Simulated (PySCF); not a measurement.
# CH6B2O: spin-spin couplings and electronic excitations at several levels of theory, part 2 of 2

PySCF 2.14.0. Atoms count from 0. The steps go on from the part before.

## (8) TDDFT and polarisability: PBE0/def2-SVPD

Job settings and geometry (Å):

```
{"job": {"kind": "uv", "xc": "PBE0", "basis": "def2-SVPD", "ip": true}, "charge": 0, "multiplicity": 1}
B      2.231594    -0.387610     0.237608
O      1.056999     0.134421    -0.108633
B     -0.130028     0.651699    -0.462469
C     -1.452259    -0.174274    -0.328057
H      2.614438    -0.251345     1.378302
H      2.874815    -0.982529    -0.598334
H     -0.120371     1.787523    -0.890443
H     -1.922209    -0.280524    -1.321134
H     -1.313819    -1.173830     0.108237
H     -2.180576     0.387229     0.281577
```

Method: TDDFT PBE0/def2-SVPD, vertical, gas phase, core orbitals frozen in the response.

Standard output:

```text
coarse grid: 8064 points
cycle   1  E = -166.2836597027  dE =  1.831e-01  |g| = 5.824e-01  |ddm| = 3.868e+00
cycle   2  E = -166.1654058899  dE =  1.183e-01  |g| = 9.757e-01  |ddm| = 1.144e+00
cycle   3  E = -166.3515337900  dE = -1.861e-01  |g| = 9.839e-02  |ddm| = 7.033e-01
cycle   4  E = -166.3535310688  dE = -1.997e-03  |g| = 2.936e-02  |ddm| = 1.209e-01
cycle   5  E = -166.3537498857  dE = -2.188e-04  |g| = 3.677e-03  |ddm| = 3.622e-02
cycle   6  E = -166.3537537776  dE = -3.892e-06  |g| = 1.113e-03  |ddm| = 8.747e-03
final grid: 77064 points
cycle   7  E = -166.3857155282  dE = -1.894e-05  |g| = 7.731e-03  |ddm| = 4.935e-02
cycle   8  E = -166.3857010773  dE =  1.445e-05  |g| = 1.177e-02  |ddm| = 1.733e-02
cycle   9  E = -166.3857283473  dE = -2.727e-05  |g| = 1.163e-03  |ddm| = 9.372e-03
cycle  10  E = -166.3857286761  dE = -3.288e-07  |g| = 1.505e-04  |ddm| = 1.360e-03
cycle  11  E = -166.3857286810  dE = -4.897e-09  |g| = 4.169e-05  |ddm| = 2.945e-04
cycle  12  E = -166.3857286815  dE = -4.786e-10  |g| = 7.524e-06  |ddm| = 7.779e-05
converged SCF energy = -166.3857286815

Static polarisability (au): isotropic 48.990, principal 40.257 42.136 64.578

Singlet excitations
state   eV       nm        f      main configurations
  1   6.0222    205.9   0.00001   H->L 0.97
  2   6.5386    189.6   0.00161   H-1->L+1 0.97
  3   7.0631    175.5   0.12637   H-1->L 0.94
  4   7.4098    167.3   0.33753   H->L+1 0.93
  5   8.0731    153.6   0.02184   H->L+2 0.94
  6   8.1293    152.5   0.00444   H-1->L+2 0.97
  7   8.8113    140.7   0.03625   H->L+3 0.93
  8   8.9296    138.8   0.01509   H-2->L+1 0.95
  9   8.9657    138.3   0.02449   H-2->L 0.80, H-1->L+3 0.15
 10   8.9982    137.8   0.01666   H-1->L+3 0.74, H-2->L 0.15

Triplet excitations (Tamm-Dancoff, eV): 5.4124 5.9671 6.1311 6.4733
Vertical ionisation energy (delta-SCF) = 10.9443 eV
```

It took 26 s on 1 thread of Arm Neoverse V1, shared host; peak memory 0.58 GiB.

Key values: HOMO -8.62 eV, LUMO -0.68 eV; lowest singlet 6.02 eV.

## (9) TDDFT and polarisability: BHandHLYP/def2-SVPD

The job, as its differences from that of step 8:

```diff
@@ -1,2 +1,2 @@
-{"job": {"kind": "uv", "xc": "PBE0", "basis": "def2-SVPD", "ip": true}, "charge": 0, "multiplicity": 1}
+{"job": {"kind": "uv", "xc": "BHandHLYP", "basis": "def2-SVPD", "ip": true}, "charge": 0, "multiplicity": 1}
 B      2.231594    -0.387610     0.237608
```

Level: TDDFT BHandHLYP/def2-SVPD, vertical, gas phase, core orbitals frozen in the response.

Standard output:

```text
coarse grid: 8064 points
cycle   1  E = -166.4197967927  dE =  2.490e-01  |g| = 5.498e-01  |ddm| = 3.787e+00
cycle   2  E = -166.4009368971  dE =  1.886e-02  |g| = 6.639e-01  |ddm| = 9.812e-01
cycle   3  E = -166.4824512071  dE = -8.151e-02  |g| = 5.405e-02  |ddm| = 4.942e-01
cycle   4  E = -166.4829887450  dE = -5.375e-04  |g| = 2.533e-02  |ddm| = 9.069e-02
cycle   5  E = -166.4831544406  dE = -1.657e-04  |g| = 1.618e-03  |ddm| = 3.047e-02
cycle   6  E = -166.4831553063  dE = -8.657e-07  |g| = 5.012e-04  |ddm| = 5.354e-03
final grid: 77064 points
cycle   7  E = -166.5079554784  dE = -1.178e-05  |g| = 1.857e-03  |ddm| = 3.983e-02
cycle   8  E = -166.5079558233  dE = -3.449e-07  |g| = 1.482e-03  |ddm| = 5.223e-03
cycle   9  E = -166.5079563812  dE = -5.578e-07  |g| = 1.122e-04  |ddm| = 1.676e-03
cycle  10  E = -166.5079563832  dE = -2.042e-09  |g| = 8.298e-05  |ddm| = 2.293e-04
cycle  11  E = -166.5079563846  dE = -1.397e-09  |g| = 1.627e-05  |ddm| = 7.303e-05
cycle  12  E = -166.5079563847  dE = -5.900e-11  |g| = 3.004e-06  |ddm| = 2.487e-05
converged SCF energy = -166.5079563847

Static polarisability (au): isotropic 46.524, principal 39.348 40.771 59.454

Singlet excitations
state   eV       nm        f      main configurations
  1   6.3358    195.7   0.00001   H->L 0.89
  2   6.8752    180.3   0.00203   H-1->L+1 0.89
  3   7.9711    155.5   0.29515   H-1->L 0.88
  4   8.3084    149.2   0.19278   H->L+1 0.89
  5   8.6056    144.1   0.03688   H->L+2 0.85
  6   8.6323    143.6   0.00556   H-1->L+2 0.92
  7   9.3690    132.3   0.02999   H->L+3 0.74, H->L+5 0.12
  8   9.5898    129.3   0.07592   H-1->L+3 0.55, H-1->L+4 0.26, H-1->L+5 0.08
  9   9.6802    128.1   0.01953   H-2->L+1 0.92
 10   9.8609    125.7   0.19761   H-1->L+4 0.60, H-1->L+3 0.21

Triplet excitations (Tamm-Dancoff, eV): 5.7462 6.3270 6.9546 7.3370
Vertical ionisation energy (delta-SCF) = 11.0916 eV
```

Run time: 30 s. Hardware: 1 thread of Arm Neoverse V1, shared host; peak memory 0.58 GiB.

This run: HOMO -9.98 eV, LUMO 0.30 eV; lowest singlet 6.34 eV.

## (10) Excited states and response: CAM-B3LYP/def2-SVPD

The job, as its differences from that of step 9:

```diff
@@ -1,2 +1,2 @@
-{"job": {"kind": "uv", "xc": "BHandHLYP", "basis": "def2-SVPD", "ip": true}, "charge": 0, "multiplicity": 1}
+{"job": {"kind": "uv", "xc": "CAM-B3LYP", "basis": "def2-SVPD", "ip": true}, "charge": 0, "multiplicity": 1}
 B      2.231594    -0.387610     0.237608
```

With the program's defaults for keys left out, this is: TDDFT CAM-B3LYP/def2-SVPD, vertical, gas phase, core orbitals frozen in the response.

Standard output:

```text
coarse grid: 8064 points
cycle   1  E = -166.3976363570  dE =  2.613e-01  |g| = 6.039e-01  |ddm| = 3.904e+00
cycle   2  E = -166.3440911237  dE =  5.355e-02  |g| = 8.396e-01  |ddm| = 1.062e+00
cycle   3  E = -166.4715123840  dE = -1.274e-01  |g| = 5.904e-02  |ddm| = 5.653e-01
cycle   4  E = -166.4721891461  dE = -6.768e-04  |g| = 2.931e-02  |ddm| = 1.073e-01
cycle   5  E = -166.4724065836  dE = -2.174e-04  |g| = 2.489e-03  |ddm| = 3.626e-02
cycle   6  E = -166.4724085914  dE = -2.008e-06  |g| = 7.685e-04  |ddm| = 7.960e-03
final grid: 77064 points
cycle   7  E = -166.5104920039  dE = -2.094e-05  |g| = 2.405e-03  |ddm| = 4.279e-02
cycle   8  E = -166.5104924550  dE = -4.511e-07  |g| = 2.087e-03  |ddm| = 6.759e-03
cycle   9  E = -166.5104935505  dE = -1.096e-06  |g| = 8.361e-05  |ddm| = 2.477e-03
cycle  10  E = -166.5104935541  dE = -3.623e-09  |g| = 6.105e-05  |ddm| = 3.048e-04
cycle  11  E = -166.5104935548  dE = -6.712e-10  |g| = 1.268e-05  |ddm| = 6.134e-05
converged SCF energy = -166.5104935548

Static polarisability (au): isotropic 48.327, principal 40.412 42.013 62.557

Singlet excitations
state   eV       nm        f      main configurations
  1   6.0447    205.1   0.00001   H->L 0.94
  2   6.5905    188.1   0.00188   H-1->L+1 0.94
  3   7.6327    162.4   0.25651   H-1->L 0.94
  4   7.9182    156.6   0.23897   H->L+1 0.94
  5   8.2657    150.0   0.03344   H->L+2 0.84, H->L+3 0.09
  6   8.3059    149.3   0.00518   H-1->L+2 0.91
  7   9.0544    136.9   0.02795   H->L+3 0.75, H->L+5 0.14
  8   9.1865    135.0   0.01808   H-2->L+1 0.94
  9   9.2878    133.5   0.07438   H-1->L+3 0.51, H-1->L+4 0.30, H-1->L+5 0.11
 10   9.5752    129.5   0.18792   H-1->L+4 0.58, H-1->L+3 0.22, H-1->L+5 0.11

Triplet excitations (Tamm-Dancoff, eV): 5.4954 6.0819 6.6055 6.9507
Vertical ionisation energy (delta-SCF) = 11.0470 eV
```

It took 36 s on 1 thread of Arm Neoverse V1, shared host; peak memory 0.61 GiB.

This run: HOMO -10.07 eV, LUMO 0.36 eV; lowest singlet 6.04 eV.

## (11) Excited states and response: wB97X-D/def2-SVPD

The job, as its differences from that of step 10:

```diff
@@ -1,2 +1,2 @@
-{"job": {"kind": "uv", "xc": "CAM-B3LYP", "basis": "def2-SVPD", "ip": true}, "charge": 0, "multiplicity": 1}
+{"job": {"kind": "uv", "xc": "wB97X-D", "basis": "def2-SVPD", "ip": true}, "charge": 0, "multiplicity": 1}
 B      2.231594    -0.387610     0.237608
```

Level: TDDFT wB97X-D/def2-SVPD, vertical, gas phase, core orbitals frozen in the response.

Standard output:

```text
coarse grid: 8064 points
cycle   1  E = -166.4404325142  dE =  2.810e-01  |g| = 5.961e-01  |ddm| = 3.624e+00
cycle   2  E = -166.4150012962  dE =  2.543e-02  |g| = 7.454e-01  |ddm| = 1.039e+00
cycle   3  E = -166.5137406975  dE = -9.874e-02  |g| = 4.699e-02  |ddm| = 5.094e-01
cycle   4  E = -166.5142722807  dE = -5.316e-04  |g| = 2.428e-02  |ddm| = 1.034e-01
cycle   5  E = -166.5144281089  dE = -1.558e-04  |g| = 2.336e-03  |ddm| = 3.597e-02
cycle   6  E = -166.5144305753  dE = -2.466e-06  |g| = 5.910e-04  |ddm| = 9.321e-03
final grid: 77064 points
cycle   7  E = -166.5440852581  dE = -6.607e-05  |g| = 3.006e-03  |ddm| = 1.037e-01
cycle   8  E = -166.5440869553  dE = -1.697e-06  |g| = 2.257e-03  |ddm| = 1.645e-02
cycle   9  E = -166.5440880772  dE = -1.122e-06  |g| = 4.211e-04  |ddm| = 2.927e-03
cycle  10  E = -166.5440881093  dE = -3.216e-08  |g| = 2.805e-04  |ddm| = 1.467e-03
cycle  11  E = -166.5440881269  dE = -1.752e-08  |g| = 3.491e-05  |ddm| = 3.745e-04
cycle  12  E = -166.5440881274  dE = -5.798e-10  |g| = 1.065e-05  |ddm| = 8.981e-05
converged SCF energy = -166.5440881274

Static polarisability (au): isotropic 48.146, principal 40.286 41.953 62.200

Singlet excitations
state   eV       nm        f      main configurations
  1   6.1652    201.1   0.00001   H->L 0.93
  2   6.6726    185.8   0.00193   H-1->L+1 0.94
  3   7.7329    160.3   0.26526   H-1->L 0.93
  4   7.9992    155.0   0.24960   H->L+1 0.93
  5   8.4287    147.1   0.03949   H->L+2 0.81, H->L+3 0.10
  6   8.4955    145.9   0.00333   H-1->L+2 0.89
  7   9.2242    134.4   0.01773   H->L+3 0.68, H->L+5 0.18
  8   9.2610    133.9   0.02435   H-2->L+1 0.93
  9   9.5324    130.1   0.08489   H-1->L+3 0.40, H-1->L+4 0.38, H-1->L+5 0.12
 10   9.7277    127.5   0.18169   H-1->L+4 0.45, H-1->L+3 0.25, H-1->L+5 0.14

Triplet excitations (Tamm-Dancoff, eV): 5.6920 6.2190 6.7361 7.0668
Vertical ionisation energy (delta-SCF) = 10.9546 eV
```

Run time: 29 s. Hardware: 1 thread of Arm Neoverse V1, shared host; peak memory 0.59 GiB.

In short: HOMO -10.53 eV, LUMO 1.24 eV; lowest singlet 6.17 eV.

## (12) Side by side: spin-spin couplings

Couplings (Hz), each a mean over the pairs like the one named, with basis size and wall time:

| run | B0–H4 | B2–H6 | C3–H7 | B2–C3 | B0–O1 | O1–B2 | H4–H5 | functions | time |
| --- | --- | --- | --- | --- | --- | --- | --- | --- | --- |
| B3LYP/cc-pVTZ | 148.1 | 145.5 | 110.7 | 55.1 | -28.6 | -26.6 | 17.7 | 204 | 14 s |
| B3LYP/6-31G* | 165.3 | 160.6 | 134.7 | 70.4 | -32.1 | -31.6 | 16.0 | 68 | 3.6 s |

## (13) Comparing the runs: electronic excitations

Excitations and ground-state properties, with basis size and wall time:

| run | lowest singlet (eV) | brightest (eV) | f | gap (eV) | α (Å³) | μ (D) | functions | time |
| --- | --- | --- | --- | --- | --- | --- | --- | --- |
| HF/def2-SVPD | 6.90 | 9.26 | 0.336 | 14.03 | 6.44 | 0.60 | 131 | 6.7 s |
| LDA/def2-SVPD | 5.55 | 6.34 | 0.362 | 5.35 | 7.93 | 0.86 | 131 | 31 s |
| PBE/def2-SVPD | 5.70 | 6.48 | 0.342 | 5.54 | 7.75 | 0.82 | 131 | 36 s |
| B3LYP/def2-SVPD | 5.99 | 7.26 | 0.319 | 7.50 | 7.34 | 0.74 | 131 | 28 s |
| PBE0/def2-SVPD | 6.02 | 7.41 | 0.338 | 7.94 | 7.26 | 0.76 | 131 | 26 s |
| BHandHLYP/def2-SVPD | 6.34 | 7.97 | 0.295 | 10.27 | 6.89 | 0.68 | 131 | 30 s |
| CAM-B3LYP/def2-SVPD | 6.04 | 7.63 | 0.257 | 10.43 | 7.16 | 0.72 | 131 | 36 s |
| wB97X-D/def2-SVPD | 6.17 | 7.73 | 0.265 | 11.77 | 7.13 | 0.72 | 131 | 29 s |

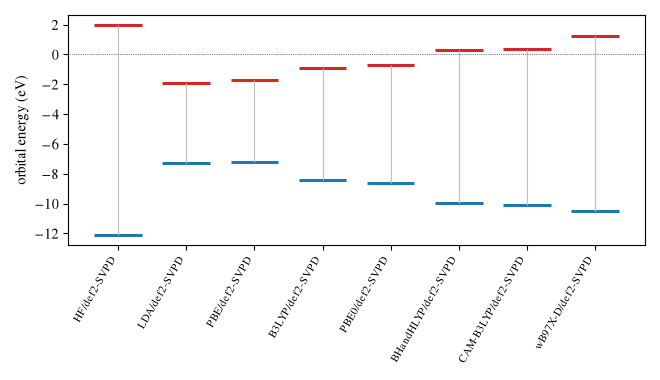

HOMO (blue) and LUMO (red) run by run.

## (14) Outcome

This closing draws on all 2 parts.

| quantity | value |
| --- | --- |
| largest coupling of the table (B3LYP/cc-pVTZ) | 1J(B,H) B0–H4, 148.1 Hz |
| lowest singlet (HF/def2-SVPD) | 6.90 eV (180 nm), f = 0.000 |
| brightest single state of those computed | state 3, 9.26 eV, f = 0.336 |
| lowest triplet | 6.08 eV |
| vertical ionisation energy (ΔSCF) | 10.71 eV |
| range of J(B0,H4), mean over like pairs | 148.1 to 165.3 Hz |
| range of the lowest singlet | 5.55 to 6.90 eV |

**Reading.** Single values in the summary come from the first run of each kind that ended normally (B3LYP/cc-pVTZ; HF/def2-SVPD), which need not be the best level. In the run at B3LYP/cc-pVTZ, the largest coupling of the table is B0–H4 (mean over like pairs), 148.1 Hz, of which the Fermi-contact term gives 147.9 Hz. Couplings across rotatable bonds belong to this one conformer; where others are populated, the observed values are averages. The first singlet state (HOMO−1→LUMO+1 0.44, HOMO−1→LUMO+2 0.27) lies at 6.90 eV and is dark; of the 10 states computed, the strongest absorption comes from state 3 at 9.26 eV. The lowest triplet lies 0.82 eV below the lowest singlet (triplets in Tamm-Dancoff, singlets in full TDDFT). At HF/def2-SVPD, the highest states lie near or above the ionisation energy, where they hang on the basis. The orbital energy would give 12.08 eV for ionisation, ΔSCF gives 10.71 eV. The coupling B0–H4, as a mean over pairs of its kind, runs from 148.1 Hz (B3LYP/cc-pVTZ) to 165.3 Hz (B3LYP/6-31G*). The lowest singlet runs from 5.55 eV (LDA/def2-SVPD) to 6.90 eV (HF/def2-SVPD), while the orbital gap spans 5.35 to 14.03 eV: the excitation energy moves far less from run to run than the orbital gap does. The lowest state need not be the same one in every run. The runs solved for a few states only, so the brightest column depends on that window. Couplings from bases without tight functions are rough.
